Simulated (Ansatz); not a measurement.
SiN₂H₆O: single-point calculation

System: SiN₂H₆O.
Method: RKS PBE0-D4/def2-TZVPP (Ansatz 0.2.0).

The geometry is the product side of a reaction. The reaction was set up to form H2–H4 and to break Si1–H2 and O3–H4 (atoms counted from 1 in the order of the input); sticks are drawn by distance alone. The geometry comes from this level: PBE0-D4/def2-TZVP.

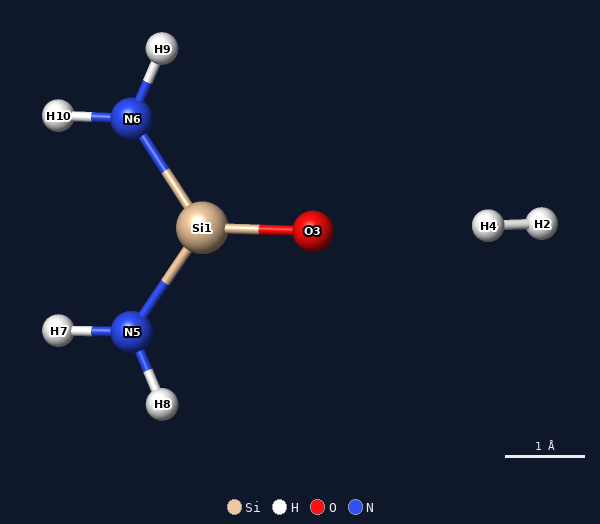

Fig. 1: The structure (ball-and-stick view, seen on its broad side; atoms are numbered from 1 in the order of the input). Bond lengths as drawn: H–H 0.75 Å, H–N 1.00 to 1.01 Å, N–Si 1.68 Å and O–Si 1.52 Å.

**Summary**

| quantity | value |
| --- | --- |
| outcome | converged |
| total energy | −12997.8238 eV |
| mean-field energy | −12997.6817 eV |
| dispersion energy | −0.1421 eV |
| SCF solution under orbital rotations | stable |
| HOMO | −7.75 eV |
| LUMO | −0.24 eV |
| hardware | 4 threads of Arm Neoverse V1, 23 GiB of memory available, shared host |
| wall time | 1.6 s (CPU time 5.7 s) |
| peak memory | 0.47 GiB |

**Input file**
```yaml
crystal:
  periodic: [false, false, false]
  atoms:
    - {symbol: Si, position_ang: [-0.185471, 0.314249, 0.182422]}
    - {symbol: H, position_ang: [0.879104, -1.350731, -3.734647]}
    - {symbol: O, position_ang: [-0.183063, 0.383362, -1.332252]}
    - {symbol: H, position_ang: [0.613898, -0.914870, -3.184485]}
    - {symbol: N, position_ang: [1.001052, 0.951817, 1.181307]}
    - {symbol: N, position_ang: [-1.375836, -0.410195, 1.115328]}
    - {symbol: H, position_ang: [1.009394, 0.911130, 2.185028]}
    - {symbol: H, position_ang: [1.797093, 1.425026, 0.789466]}
    - {symbol: H, position_ang: [-2.169276, -0.847808, 0.679327]}
    - {symbol: H, position_ang: [-1.386898, -0.462078, 2.118503]}
basis:
  gaussian: {orbitals: def2-TZVPP}
hamiltonian: {xc: pbe0, dispersion: d4}
output: {orbitals: {seedname: orbitals}}
```

Launch command:
```bash
ansatz run in.yaml --threads 4 --pin off --events-out ev --progress --plain --max-ram 9574MiB
```

**What the program printed**
```
Functional definition: PBE0
  name "PBE0"
  cite "Adamo & Barone, J. Chem. Phys. 110, 6158 (1999) doi:10.1063/1.478522"
  cite "Perdew, Burke & Ernzerhof, Phys. Rev. Lett. 77, 3865 (1996) doi:10.1103/PhysRevLett.77.3865"
  parent pbe
  parameter a = 0.25
  parameter kappa = 0.804
  parameter beta = 0.06672455060314922
  exchange = (1 - a)*pbe_x(kappa = kappa, mu = beta*pi^2/3) + a*exact_x
  correlation = pbe_c(beta = beta)
1106 factors; their error is unknown
mean field evaluation 1: about -12982.2374 eV, gradient 9.4e1 eV
mean field evaluation 2: about -12953.7688 eV, gradient 1.5e2 eV
mean field evaluation 4: about -12997.5735 eV, gradient 6.4e0 eV
mean field evaluation 8: about -12997.6816 eV, gradient 2.2e-1 eV
mean field -12997.68169211 eV, -477.6559920400 hartree, gradient 3.5e-5 eV, S^2 0.000000; 0 other end points of the search recorded, 0 dependent functions left out
reference -12997.68172643 eV, -477.6559933013 hartree; 21, 21 occupied and 198, 198 virtual orbitals, 1106 factors
Total energy: -12997.82379805 eV, -477.6612143369 hartree
```

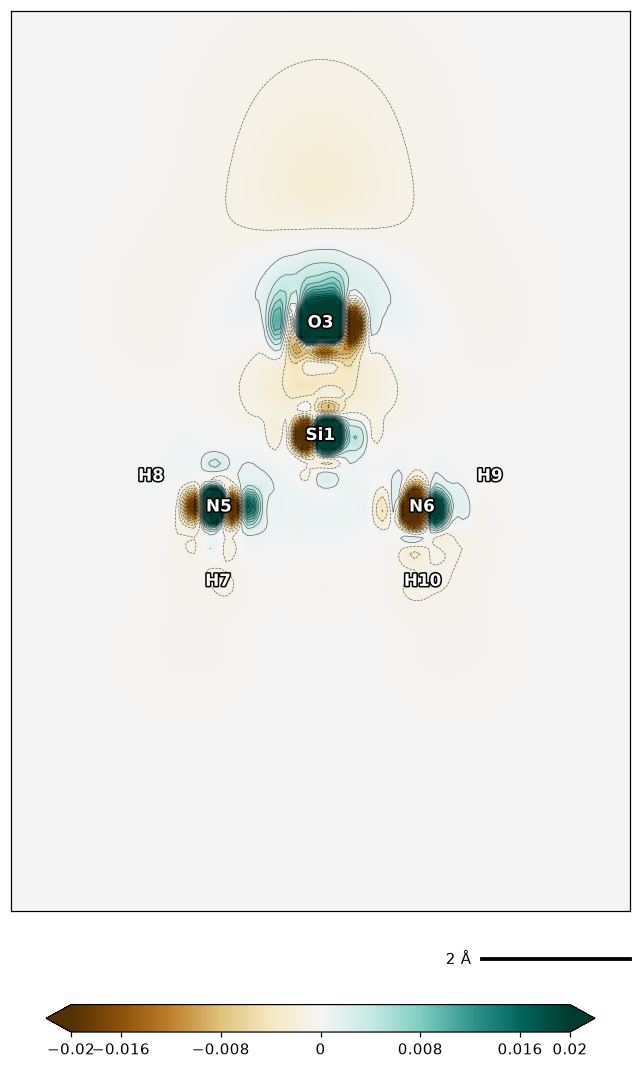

Fig. 2: One frontier orbital on the plane of atoms O3, Si1 and N5 (values in Å⁻³ᐟ²; the overall sign is arbitrary). The HOMO, at −7.75 eV.

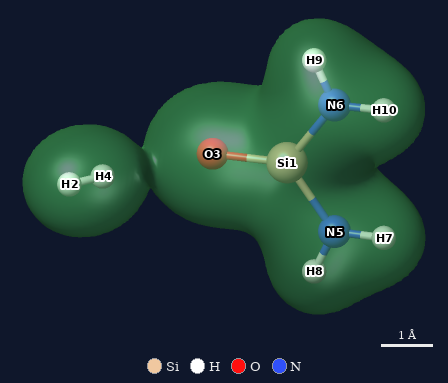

Fig. 3: Isosurface of the electron density at 0.05 e/Å³ (green), seen at an oblique angle. At this value the surface is in one piece. On the grid the lowest density along these lines, outside the cores, is 0.06 e/Å³ (O···H, 2.40 Å), 1.3 e/Å³ (Si–O, 1.52 Å), 1.1 e/Å³ (Si–N, 1.68 Å) and 1.8 e/Å³ (H–H, 0.75 Å).

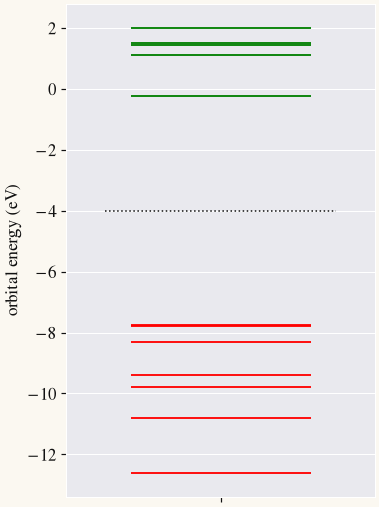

Fig. 4: Orbital energies near the frontier; the dotted line parts filled from empty levels, and levels within 0.02 eV of each other stand side by side. Highest filled −7.75 eV, lowest empty −0.24 eV, 7.51 eV apart.
